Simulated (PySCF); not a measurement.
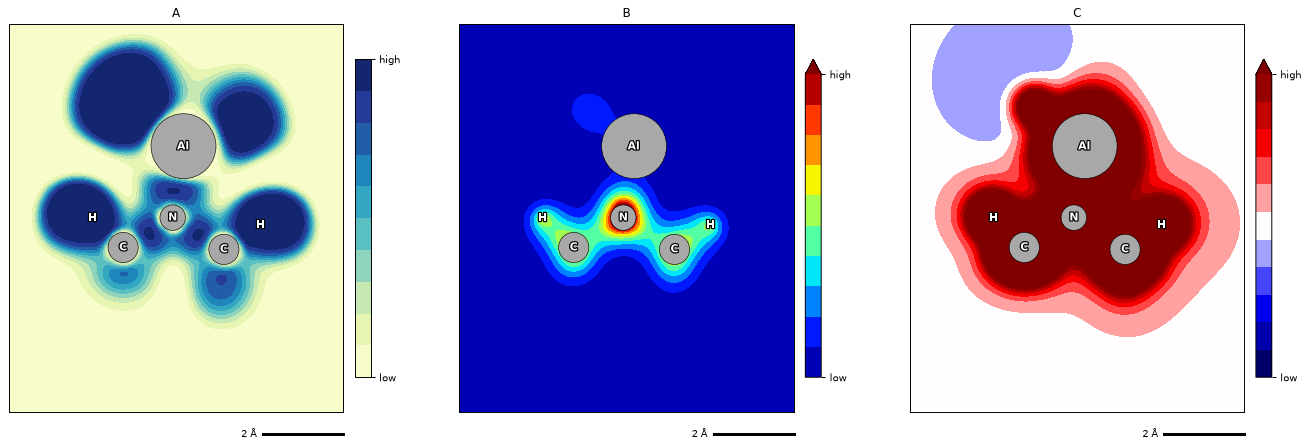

C2H8AlN (SMILES C[N](C)[AlH2]): 3 fields on the plane of atoms C1, N2 and C3, with unlabelled colour scales. Grey discs cover the atomic cores.

Geometry: GFN2-xTB, MD frame at 250 fs, 200 K.

These are results of PBE0/pcSseg-1, SCF density, gas phase, non-relativistic in PySCF, not measurements.

### Match the panels to the quantities (electron density, electron localisation function and electrostatic potential).

Panel A: electron localisation function. Panel B: electron density. Panel C: electrostatic potential (strongly positive close to the atoms, with negative regions outside electron-rich atoms). From the grid: C–N (1.44 Å): ρ at the midpoint is about 1.9 e/Å³; the ELF peaks at about 0.90 between the atoms, as expected for localised, covalent bonding. Al–N (1.81 Å): ρ at the midpoint is about 0.79 e/Å³; the ELF peaks at about 0.90 in the valence shell of N, 0.7 Å from its nucleus, and is about 0.65 at the midpoint.
